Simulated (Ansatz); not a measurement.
Consider WBr2 (1T sheet).

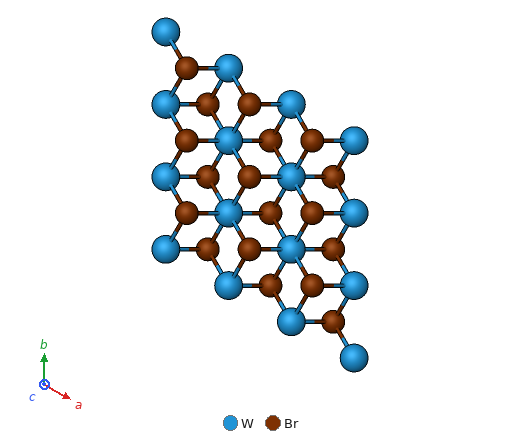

The structure (tungsten blue, bromine brown). 3×3×1 cells are drawn. Some periodic images of atoms are drawn too.

The cell holds 3 atoms: 1 W and 2 Br. Its edges and angles: a = 3.231 Å, b = 3.231 Å, c = 30.253 Å, α = 90.0°, β = 90.0°, γ = 120.0°. Vacuum lies along c.

```xyz
3
Lattice="2.2844 0.0000 -2.2844 -2.2844 2.2844 0.0000 17.4666 17.4666 17.4666" Properties=species:S:1:pos:R:3
W     5.5502    5.5502    5.5502
Br    5.8420    8.1264    5.8420
Br    5.2584    5.2584    2.9741
```

The structure was relaxed with PBEsol. The structure was generated from a model, not taken from a measurement. The runs that relaxed it are not among those shown. The program's search for lower electronic states was switched off, so nothing shows that the state found is the lowest. Spin-orbit coupling is left out unless a run names it. PAW set soft_2, made with PBE.

A constrained-RPA run (Ansatz 0.2.0; non-magnetic PBEsol; W t2g + anion p, bands v8 to c1, 6×6×1 mesh, medium accuracy) builds 9 functions on bands 10 eV wide, with 16.0 electrons in the window. The bare on-site interaction is 9.9 eV and the bare J 0.36 eV.

What U and J survive the screening?

On the W t2g shell, U = 2.40 eV (24 % of the bare value), U′ = 1.87 eV, J = 0.23 eV.

The parent state is non-magnetic and the interaction static (zero frequency); U depends on the window and the orbitals, so it belongs to this model alone. Spin-orbit coupling, which is strong for atoms this heavy, is left out. A window that holds the anion p bands defines a model with explicit ligands; its U belongs to that model and is not the U of DFT+U.

[Paths, hosts, dates, memory and timing lines, banners, echoed tables and standing remarks are left out of the program output.]

[Logs are printed without paths, hosts, clocks, repeated set-up lines and the standing remarks that a program may print on its own settings, such as how far it seeks lower states.]

[Runs of the session that timed out or met a known fault of the program may be left out.]

[Hosts, paths, dates, database ids (printed as entryN), source tags and the programs' standing remarks are cut or masked in the printed files.]
